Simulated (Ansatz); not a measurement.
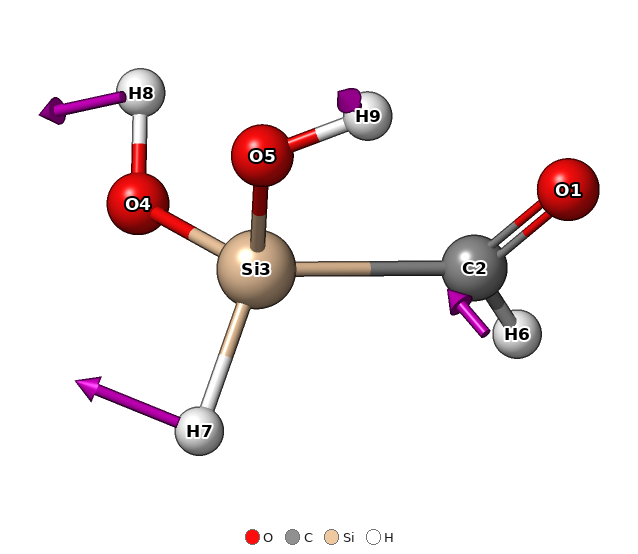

The arrows show one normal mode. Harmonic vibrations computed with RKS PBE0-D4/def2-TZVP (Ansatz 0.2.0) at a stationary point of the same level.

Q: What kind of motion is it?

A: Mostly angle bending.

Q: Estimate its harmonic wavenumber.

A: 755 cm⁻¹; it is mode 9 of 21 counted from the lowest.
